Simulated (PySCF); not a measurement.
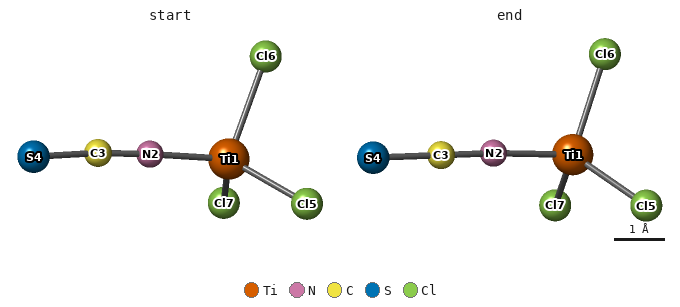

The structure of TiCNSCl3 before (left) and after (right) a relaxation, at one scale.

The picture is a ball-and-stick view, seen at a tilt.

The start comes from GFN2-xTB. Its atoms were then displaced at random by about 0.03 Å.

These are results of PBE0-D3(BJ)/def2-SVP geometry optimisation, gas phase in PySCF 2.14.0, density-fitted response routines, not measurements. 

### Summarise the run.

The relaxation stopped without meeting its thresholds, so the last structure isn't shown to be converged. Over 40 geometry steps the energy falls by 8.23 kcal/mol. The atom that moves furthest after the best rigid fit is Cl7 (0.18 Å). By element the largest moves are Cl 0.18 Å, Ti 0.13 Å, S 0.10 Å, C 0.09 Å, N 0.07 Å. Among the contacts that change: Ti1–Cl5 2.079 → 2.162 Å, Ti1–Cl6 2.239 → 2.159 Å, Ti1–Cl7 2.088 → 2.162 Å, Ti1–N2 1.814 → 1.846 Å. Bond angles that change, for instance: N2–Ti1–Cl5 117.3° → 109.3°, N2–C3–S4 172.1° → 179.7°, N2–Ti1–Cl7 114.2° → 107.3°. Cost: 14 min on 1 thread of AMD EPYC (shared host).
